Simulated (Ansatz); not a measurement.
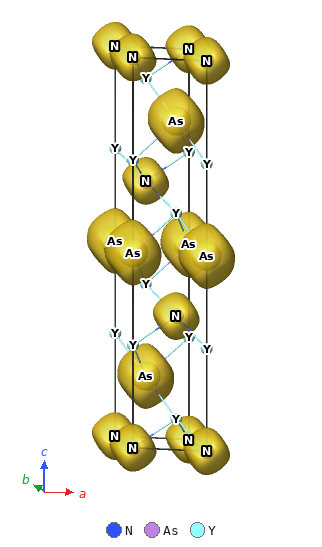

*Y2AsN. Isosurface of the ELF at 0.6 (yellow), seen slightly off an axis. Only the valence region is drawn (cores and ρ < 0.01 e/Å³ removed). Sticks mark near contacts.*

Space group R-3m; started from the ordered alloy on rocksalt lattice prototype, which need not be the ambient phase.

Method: DFT, PBE, plane waves, PAW (Ansatz 0.2.0).

Core electrons are frozen (PAW), and the valence fields are smoothed inside the atomic spheres.

Question: Where are the electrons localised?

Answer: At this value the surface marks out three regions wrapped around As (the valence shell of each) and three regions wrapped around N (the valence shell of each), counted in one cell of 12 atoms. Any copies at cell faces, edges or corners count once.

Values along the shortest contacts:
Y–N (2.54 Å): the ELF peaks at about 0.80 in the valence shell of N, 0.7 Å from its nucleus, and drops to about 0.15 between the two atoms: an ionic contact with no shared pair. Y–As (2.84 Å): the ELF is about 0.35 at the midpoint.
